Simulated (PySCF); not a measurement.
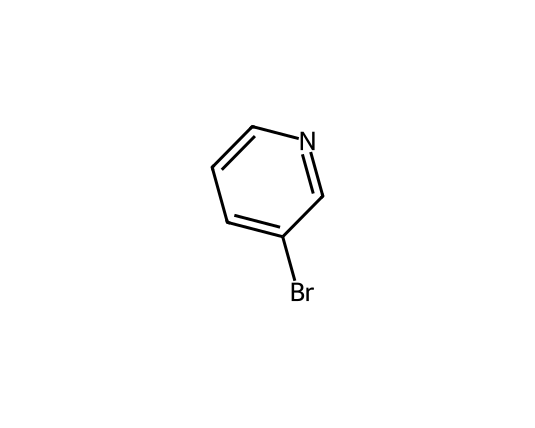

Source: calculation with PySCF.

Q: Give its SMILES.

A: Brc1cccnc1

Q: Give the formula, hydrogens included.

A: C5H4BrN.

Q: An optimisation with PBE0-D3(BJ)/def2-SVP gave a structure of which point group?

A: Cs.
